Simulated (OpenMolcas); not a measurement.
# doublet BF+ at 6 levels

We compute a comparison of 6 runs (UHF/STO-3G, U-r2SCAN/STO-3G, UB3LYP/STO-3G, UPBE/STO-3G, ROMP2/STO-3G, ROCCSD(T)/STO-3G) of doublet BF+. 

The results are computed with OpenMolcas 26.06.

1 further run of the same task is left out (set aside as unsound or not needed).

## 1. The system as given

BF+: 2 atoms, total charge +1, spin state doublet. SMILES of the parent species: `[B]F`. The shape is that of a GFN2-xTB optimisation. That shape belongs to the parent species and isn't relaxed for this state.

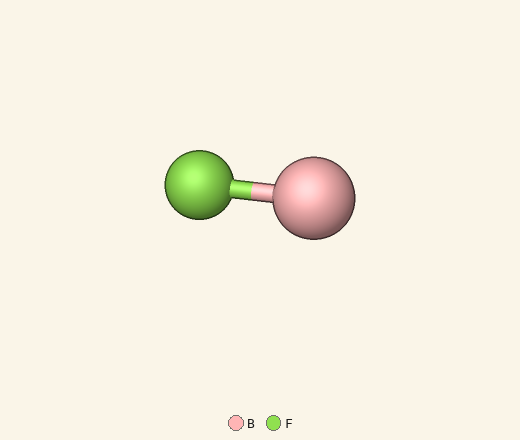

The structure, seen from a chosen angle (boron pink, fluorine green).

## 2. A single-point energy at UHF/STO-3G (run 1)

Contents of job.inp:

```
* BF Hartree-Fock
&GATEWAY
BasLib=$CurrDir
Coord
2
angstrom
B        0.000000       0.000000       0.000000
F        0.000000       0.000000       1.244390
Basis=STO-3G
Group=NoSym
&SEWARD
&SCF
UHF
Charge=1
Spin=2
Thresholds=1e-10 1e-07 1e-07 1e-05
PrOrbitals=1 1
```

The basis set STO-3G is read from a file made from the Basis Set Exchange's data (not shown).

Command:

```bash
$ export MOLCAS_MEM=1860
$ pymolcas job.inp > job.log
```

What it wrote:

```text
--- Start Module: gateway ---
[...]
--- Stop Module: gateway /rc=_RC_ALL_IS_WELL_ ---
--- Start Module: seward ---
[...]
      Basis functions           10
--- Stop Module: seward /rc=_RC_ALL_IS_WELL_ ---
--- Start Module: scf ---
[...]
       Convergence after  16 Iterations
[...]
::    Total SCF energy                               -122.0956665716
[...]
      Total spin, S                                     0.5070607580
[...]
      Total electronic charge=   13.000000
      Total            charge=    1.000000
[...]
      Dipole Moment (debye):
      Origin of the operator (angstrom)=    0.0000    0.0000    0.7878
                   X=  1.7989E-16               Y=  1.2328E-16               Z= -3.3666E+00           Total=  3.3666E+00
      Center of Charge (angstrom)
[...]
--- Stop Module: scf /rc=_RC_ALL_IS_WELL_ ---
[...]
```

It took 1.6 s on 1 thread of Arm Neoverse V2, shared host; peak memory 0.37 GiB.

## 3. The energy at U-r2SCAN/STO-3G (run 2)

Contents of job.input:

```
* BF Kohn-Sham DFT

&GATEWAY
 BasLib=$CurrDir
 Coord
 2
 angstrom
 B        0.000000       0.000000       0.000000
 F        0.000000       0.000000       1.244390
 Basis=STO-3G
 Group=NoSym

&SEWARD
 GridInput
 Grid=UltraFine
 End of Grid

&SCF
 UHF
 Charge=1
 Spin=2
 KSDFT=2
 1.0 MGGA_X_R2SCAN
 1.0 MGGA_C_R2SCAN
 Thresholds=1e-10 1e-07 1e-07 1e-05
 PrOrbitals=1 1
```

The basis set STO-3G is read from a file made from the Basis Set Exchange's data (not shown).

Command:

```bash
$ export MOLCAS_MEM=1860
$ pymolcas job.input > job.log
```

What it wrote:

```text
--- Start Module: gateway ---
[...]
--- Stop Module: gateway /rc=_RC_ALL_IS_WELL_ ---
--- Start Module: seward ---
[...]
      Basis functions           10
--- Stop Module: seward /rc=_RC_ALL_IS_WELL_ ---
--- Start Module: scf ---
[...]
       Convergence after  15 Iterations
[...]
::    Total KS-DFT energy                            -122.5357416069
[...]
      Total spin, S                                     0.5073469273
[...]
      Total electronic charge=   13.000000
      Total            charge=    1.000000
[...]
      Dipole Moment (debye):
      Origin of the operator (angstrom)=    0.0000    0.0000    0.7878
                   X=  1.5355E-16               Y= -5.2363E-16               Z= -2.7585E+00           Total=  2.7585E+00
      Center of Charge (angstrom)
[...]
--- Stop Module: scf /rc=_RC_ALL_IS_WELL_ ---
[...]
```

Wall time 4.5 s (1 thread of Arm Neoverse V2, shared host); peak memory 0.36 GiB.

Runs 3 to 4 aren't shown in full; the table further down has their settings and results.

## 4. The energy at ROMP2/STO-3G (run 5)

Contents of job.inp:

```
>>> EXPORT MOLCAS_PRINT=2
&GATEWAY
BasLib
$CurrDir
Coord
2
angstrom
B        0.000000       0.000000       0.000000
F        0.000000       0.000000       1.244390
Basis
STO-3G
Group
NoSym
&SEWARD
&SCF
UHF
Charge
1
Spin
2
Thresholds
1e-10 1e-07 1e-07 1e-05
PrOrbitals
1 1
&RASSCF
FileOrb
$Project.UnaOrb
Spin
2
Nactel
1 0 0
Inactive
6
Ras2
1
OutOrbitals
Canonical
OrbListing
Nothing
&CASPT2
IPEA
0.0
Frozen
2
```

The basis set STO-3G is read from a file made from the Basis Set Exchange's data (not shown).

Command:

```bash
$ export MOLCAS_MEM=1860
$ pymolcas job.inp > job.log
```

What it wrote:

```text
--- Start Module: gateway ---
[...]
--- Stop Module: gateway /rc=_RC_ALL_IS_WELL_ ---
[...]
      Basis functions           10
[...]
       Convergence after  16 Iterations
[...]
::    Total SCF energy                               -122.0956665716
[...]
      Total spin, S                                     0.5070607580
[...]
--- Start Module: rasscf ---
[...]
      Number of active orbitals                  1
[...]
      Spin quantum number                      0.5
[...]
      Active orbitals                            1
[...]
      Number of CSFs                             1
[...]
      Number of root(s) required                 1
[...]
      Convergence after  7 iterations
[...]
      printout of CI-coefficients larger than  0.05 for root  1
      energy=    -122.093690
      conf/sym  1     Coeff  Weight
             1  u   1.00000 1.00000
      Natural orbitals and occupation numbers for root  1
      sym 1:   1.000000
      ************************************************************************************************************************
      *                                                    Final results                                                     *
[...]
::    RASSCF root number  1 Total energy:   -122.09368950
[...]
      Total electronic charge=   13.000000
      Total            charge=    1.000000
[...]
      Dipole Moment (debye):
      Origin of the operator (angstrom)=    0.0000    0.0000    0.7878
                   X=  2.0214E-16               Y= -1.3614E-16               Z= -3.4064E+00           Total=  3.4064E+00
      Center of Charge (angstrom)
[...]
--- Stop Module: rasscf /rc=_RC_ALL_IS_WELL_ ---
--- Start Module: caspt2 ---
[...]
 ###    WARNING: User changed nr of frozen orbitals.                         ###
 ###############################################################################
[...]
      E2 (Variational):          -0.0671611962
      Total energy:            -122.1608506984
[...]
      Reference weight:           0.96671
[...]
::    CASPT2 Root  1     Total energy:   -122.16085070
[...]
--- Stop Module: caspt2 /rc=_RC_ALL_IS_WELL_ ---
[...]
```

Wall time 2.4 s (1 thread of Arm Neoverse V2, shared host); peak memory 0.36 GiB.

## 5. A single-point energy at ROCCSD(T)/STO-3G (run 6)

Contents of job.input:

```
&GATEWAY
 BASLIB = $CurrDir
 COORD
 2
 angstrom
 B        0.000000       0.000000       0.000000
 F        0.000000       0.000000       1.244390
 BASIS = STO-3G
 GROUP = NoSym

&SEWARD

&SCF
 UHF
 CHARGE = 1
 SPIN = 2
 THRESHOLDS = 1e-10 1e-07 1e-07 1e-05
 PRORBITALS = 1 1

&RASSCF
 FILEORB = $Project.UnaOrb
 SPIN = 2
 NACTEL = 1 0 0
 INACTIVE = 6
 RAS2 = 1
 OUTORBITALS = Canonical
 ORBLISTING = Nothing

&MOTRA
 JOBIPH
 FROZEN = 2

&CCSDT
 CCT
 TRIPLES = 3
 ITERATIONS = 80
 ACCURACY = 1e-08
 EXTRAPOLATION = 5 4
```

The basis set STO-3G is read from a file made from the Basis Set Exchange's data (not shown).

Command:

```bash
$ export MOLCAS_MEM=1860
$ pymolcas job.input > job.log
```

What it wrote:

```text
--- Start Module: gateway ---
[...]
--- Stop Module: gateway /rc=_RC_ALL_IS_WELL_ ---
[...]
      Basis functions           10
[...]
       Convergence after  16 Iterations
[...]
::    Total SCF energy                               -122.0956665716
[...]
      Total spin, S                                     0.5070607580
[...]
      Number of active orbitals                  1
[...]
      Spin quantum number                      0.5
[...]
      Active orbitals                            1
[...]
      Number of CSFs                             1
[...]
      Number of root(s) required                 1
[...]
      Convergence after  7 iterations
[...]
      printout of CI-coefficients larger than  0.05 for root  1
      energy=    -122.093690
      conf/sym  1     Coeff  Weight
             1  u   1.00000 1.00000
      Natural orbitals and occupation numbers for root  1
      sym 1:   1.000000
      ************************************************************************************************************************
      *                                                    Final results                                                     *
[...]
::    RASSCF root number  1 Total energy:   -122.09368950
[...]
      Total electronic charge=   13.000000
      Total            charge=    1.000000
[...]
      Dipole Moment (debye):
      Origin of the operator (angstrom)=    0.0000    0.0000    0.7878
                   X=  2.0214E-16               Y= -1.3614E-16               Z= -3.4064E+00           Total=  3.4064E+00
      Center of Charge (angstrom)
[...]
--- Start Module: motra ---
[...]
      *** WARNING: Default frozen orbitals is overwritten by user input.
      *** Default values:   2
[...]
--- Stop Module: motra /rc=_RC_ALL_IS_WELL_ ---
--- Start Module: ccsdt ---
[...]
      Convergence after                    14  Iterations
      Total energy (diff) :    -122.16761038       0.00000001
[...]
 METHOD                       : CCSD+T(CCSD)+<T3(1)WT1>+<T3(1)UT2> = CCSD(T)
[...]
       CCSD     =      -122.1676103835761
[...]
--- Stop Module: ccsdt /rc=_RC_ALL_IS_WELL_ ---
[...]
```

Run time: 2.4 s. Hardware: 1 thread of Arm Neoverse V2, shared host; peak memory 0.37 GiB.

## 6. The series

```
run             level  integration grid  frozen core orbitals  energy (Eh)  HOMO energy (eV)  LUMO energy (eV)   ⟨S²⟩  wall time
  1        UHF/STO-3G                 –                     –  -122.095667            -23.20             -6.61  0.764      1.6 s
  2   U-r2SCAN/STO-3G         UltraFine                     –  -122.535742            -17.43            -12.27  0.765      4.5 s
  3     UB3LYP/STO-3G         UltraFine                     –  -122.564039            -18.12            -12.49  0.756      4.2 s
  4       UPBE/STO-3G         UltraFine                     –  -122.437242            -16.76            -13.20  0.759      3.6 s
  5      ROMP2/STO-3G                 –                     2  -122.160851                 –                 –      –      2.4 s
  6  ROCCSD(T)/STO-3G                 –                     2  -122.177161                 –                 –      –      2.4 s
```

## 7. Summary of results

| quantity | value |
| --- | --- |
| run 6: total energy | -122.17716 Eh |
| run 6: (T) correction | -9.55 mEh |

In words: Totals of different functionals can't be ranked against each other. In runs 1, 2, 3, 4, 5, 6 the basis is minimal, so the values are rough. All runs together took 19 s, the longest 4.5 s.
